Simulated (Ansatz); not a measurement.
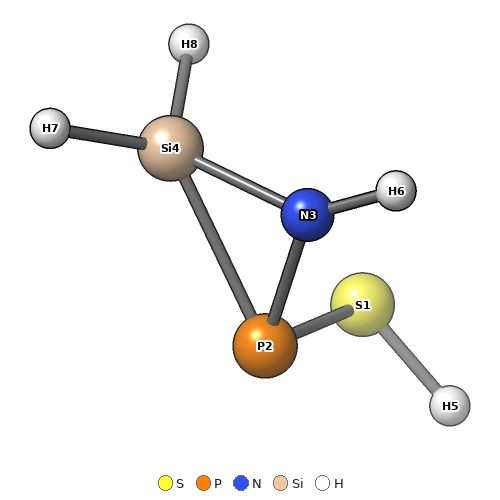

The system is H₄NPSSi (SMILES SP1N[SiH2]1) with the probe HF; the picture shows it without the atoms that are moved over the map. 
- The probe is moved over a plane parallel to the molecule's main plane, 3.26 Å above it.
- The first coordinate is: x of the probe's F atom; the second: y of the probe's F atom.
- Nothing is relaxed (molecule and probe rigid, the probe upright with F nearest the plane).
- The grid has 13 × 11 points.
- Points are written as (first, second).
- All energies are given in kJ/mol relative to molecule and probe far apart, each relaxed in its own basis (no counterpoise correction).
- The calculation used RKS B3LYP-D4/def2-SVPD (Ansatz 0.2.0).

Range: x of the probe's F atom from −4.08 to 4.08 Å; y of the probe's F atom from −3.40 to 3.40 Å.

> What will the energy surface look like?

The lowest grid point is at (−0.68 Å, −2.04 Å), −6.0 kJ/mol from molecule and probe far apart, each relaxed in its own basis (no counterpoise correction). The bottom of the well lies between grid points, at about (−0.93 Å, −2.31 Å), about 0.22 kJ/mol lower on the interpolated surface. There are further wells near (−2.04 Å, 0.68 Å) (1.9 kJ/mol above the lowest at that grid point); (2.72 Å, 1.36 Å) (4.5 kJ/mol above the lowest at that grid point). The highest grid point, (0.00 Å, 0.68 Å), lies 20.5 kJ/mol above the lowest. On the interpolated surface the easiest way out of the lowest well to the well at about (−2.24 Å, 0.62 Å) passes a barrier of about 3.3 kJ/mol, counted from the interpolated bottom of the well. Near the minimum the curvatures are about 0.027 and 0.056 eV/Å² along the soft and the stiff direction.

```csv
"y of the probe's F atom ↓, x of the probe's F atom →",−4.08,−3.40,−2.72,−2.04,−1.36,−0.68,0.00,0.68,1.36,2.04,2.72,3.40,4.08
3.40,0.1,0.0,−0.3,−0.5,−0.7,−0.7,−0.6,−0.5,−0.7,−0.7,−0.6,−0.4,−0.2
2.72,−0.1,−0.4,−0.8,−1.3,−1.4,−0.8,0.3,0.4,−0.4,−1.0,−1.0,−0.7,−0.3
2.04,−0.5,−1.0,−1.7,−2.3,−1.9,0.7,4.0,3.9,0.9,−1.2,−1.4,−0.8,−0.4
1.36,−1.0,−1.8,−2.8,−3.4,−1.8,4.2,10.9,9.8,3.1,−1.1,−1.5,−0.8,−0.2
0.68,−1.6,−2.6,−3.7,−4.1,−1.4,6.6,14.5,12.2,3.7,−1.0,−1.2,−0.3,0.2
0.00,−2.2,−3.0,−3.5,−3.4,−1.2,4.6,9.6,7.2,1.3,−1.2,−0.5,0.4,0.7
−0.68,−2.6,−2.9,−2.5,−2.2,−1.8,0.1,1.5,0.3,−1.3,−1.0,0.3,1.1,1.3
−1.36,−2.8,−3.0,−2.4,−2.7,−3.7,−3.9,−3.5,−3.0,−2.1,−0.6,0.8,1.4,1.5
−2.04,−2.6,−3.2,−3.5,−4.4,−5.7,−6.0,−5.1,−3.6,−1.8,−0.3,0.9,1.5,1.6
−2.72,−2.1,−2.9,−3.8,−4.9,−5.8,−5.7,−4.5,−2.8,−1.3,0.0,0.9,1.4,1.5
−3.40,−1.5,−2.2,−3.0,−3.7,−4.2,−3.9,−3.0,−1.8,−0.7,0.2,0.9,1.2,1.3
```

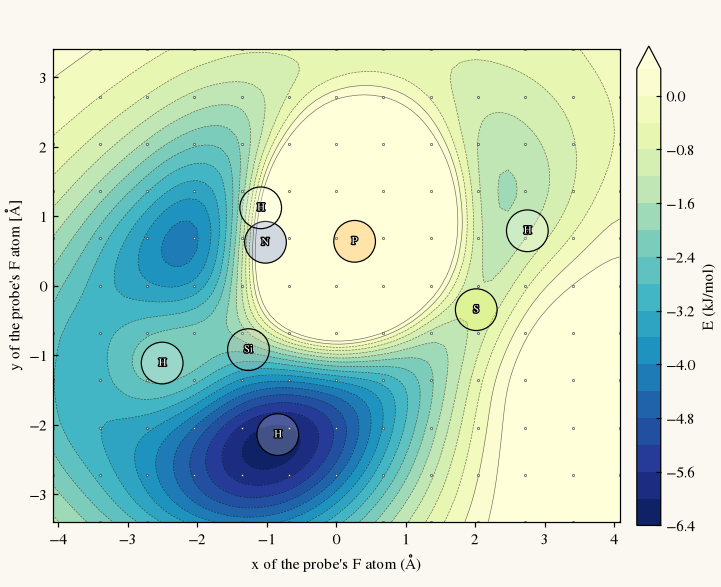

Drawn: filled contours, dots at the grid points, labelled circles for the molecule's atoms, projected on the plane, one colour for all values above the top of the scale. Between grid points the surface is interpolated.

Each point was launched as `ansatz run input.yaml --threads 1 --pin off --max-ram 2560MiB --backend cpu --events-out ev --progress --plain --runs-dir out`. The whole map (143 points run) took 50 min on 1 thread of Arm Neoverse N1, on a shared host.
